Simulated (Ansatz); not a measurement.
```xyz
18

Al    0.1593   -0.7744   -0.4119
H    -0.1052    0.5021    2.0215
C     1.9338   -0.1781   -1.0179
H     2.5220   -1.0659   -1.2808
H     1.8127    0.3771   -1.9549
C     2.7435    0.6783   -0.0255
H     3.7327    0.9245   -0.4192
H     2.2430    1.6251    0.1946
H     2.8938    0.1614    0.9256
C    -1.5886   -0.2177   -1.1228
H    -2.3250   -0.9890   -0.8736
H    -1.8921    0.6607   -0.5370
C    -1.6643    0.1254   -2.6180
H    -2.6647    0.4563   -2.9072
H    -0.9712    0.9253   -2.8885
H    -1.4189   -0.7353   -3.2459
F     0.1180   -1.9379    0.8005
H    -0.0796   -0.2098    2.0303
```

Not at a stationary point (largest force 1.6 eV/Å).

Method: RHF/def2-SVP (Ansatz 0.2.0).

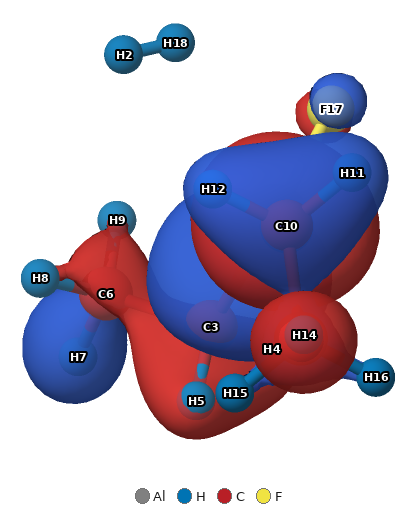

C4H10AlF···H2. The HOMO at ±0.1 Å⁻³ᐟ² (blue and red are the two phases), seen at an oblique angle.

**Where does this orbital lie, and at what energy?**

By Hirshfeld shares it lies mainly on C10 (about 25 %), C3 (about 25 %) and Al1 (about 20 %). Its energy is −10.32 eV.
